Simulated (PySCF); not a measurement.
# C5H9N3Si (SMILES [SiH3]n1nncc1C1CC1): what the fields show

```xyz
18

Si   -1.4665   -0.9387    1.8739
N    -1.3885    0.2800    0.5661
N    -2.2502    1.3215    0.5754
N    -1.9466    2.1029   -0.3959
C    -0.8786    1.5952   -1.0649
C    -0.4977    0.4175   -0.4604
C     0.5714   -0.5608   -0.7313
C     1.7949   -0.6058    0.1547
C     1.9003   -0.0982   -1.2486
H    -1.1854   -2.2665    1.2629
H    -0.4359   -0.6263    2.9024
H    -2.8375   -0.8662    2.4320
H    -0.4531    2.0904   -1.9348
H     0.2201   -1.5302   -1.1042
H     1.8552    0.1257    0.9650
H     2.2135   -1.5865    0.3935
H     2.3991   -0.7213   -1.9941
H     2.0405    0.9763   -1.3895
```

Geometry: PBE0-D3(BJ)/def2-SVP.

The calculation used PBE0/pcSseg-1, SCF density, gas phase, non-relativistic in PySCF 2.14.0.

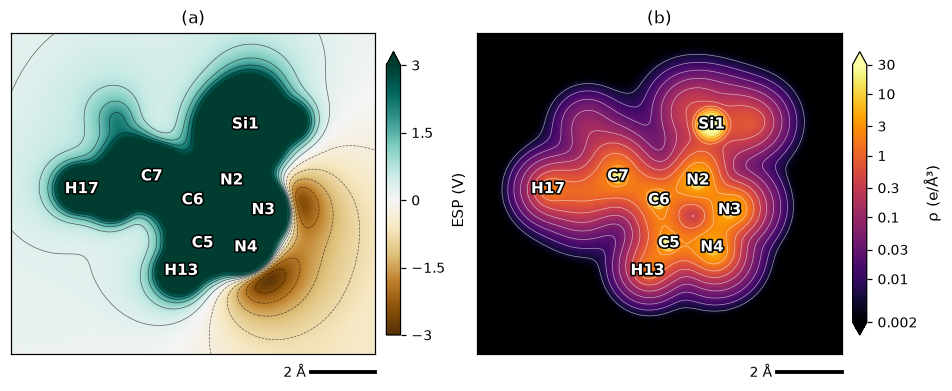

Figure 1. (a) molecular electrostatic potential; (b) electron density on the plane of atoms Si1, N2 and C6.

### Interpret the plot.

The section cuts through Si, N, C and H sites.
N–N (1.28 Å): ρ is about 2.9 e/Å³ halfway.
C–N (1.36 Å): ρ at the midpoint is about 2.4 e/Å³.
C–C (1.38 Å): ρ at the midpoint is about 2.1 e/Å³.
Si–N (1.79 Å): ρ at the midpoint is about 0.97 e/Å³.
C–H (1.09 Å): the density is about 2 e/Å³ at the midpoint.
Outside the dense part of the molecule the potential is most negative (−2.9 V) near N4.

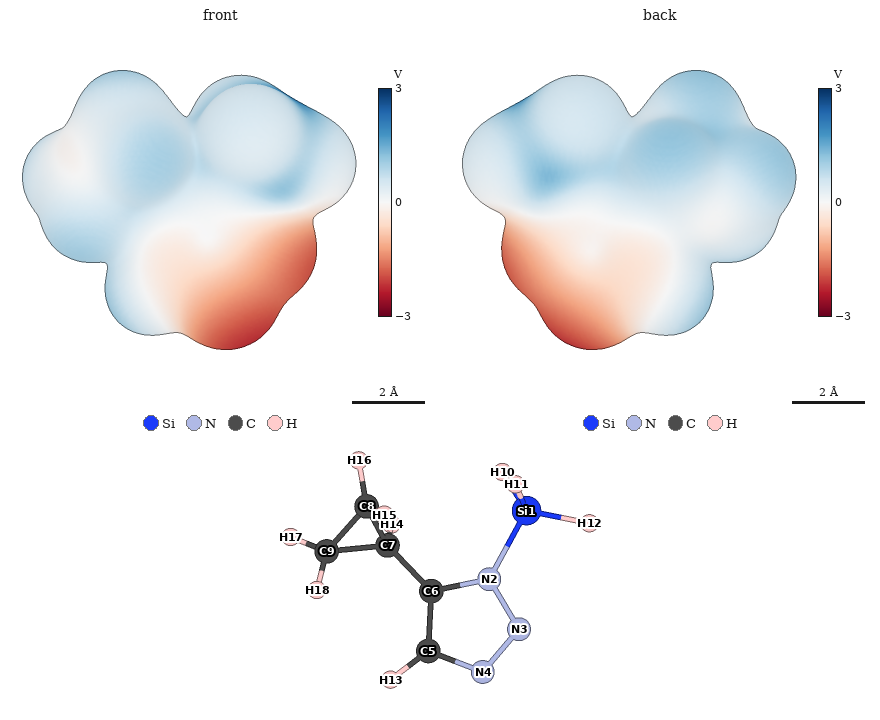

Figure 2. The electrostatic potential painted on the density surface at 0.002 e/bohr³, seen from the front and from behind; red is negative and blue positive. The bare structure is drawn below in the same view.

### Where is the surface potential most negative and most positive?

The most negative region (about −2.1 V, or −48 kcal/mol for a unit charge) lies over N4, the most positive (about +1.8 V, or +42 kcal/mol for a unit charge) over Si1. N4 is the likeliest acceptor of a hydrogen bond.
